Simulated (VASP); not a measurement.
Band structure of Sr (relaxed from the simple-cubic structure, space group Pm-3m). Method: r2SCAN meta-GGA, VASP's PBE PAW potentials (set 64) (plane waves; VASP).

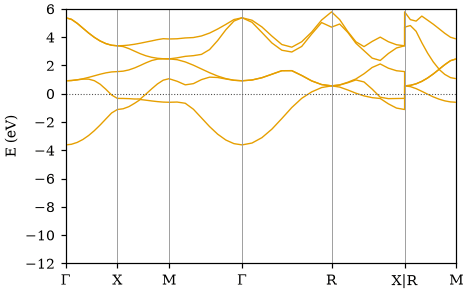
Fig. 1. Bands along high-symmetry lines, zero at the valence-band maximum or, without a gap, the Fermi level

Problem. Read the plot: is there a gap, and where are the band edges?

Solution. It has no gap at this level: it comes out as a metal or semimetal.

The structure was generated: Sr was put into the simple-cubic type (Pm-3m), which need not be its known phase. It was relaxed first, which changed the volume by -12 %.
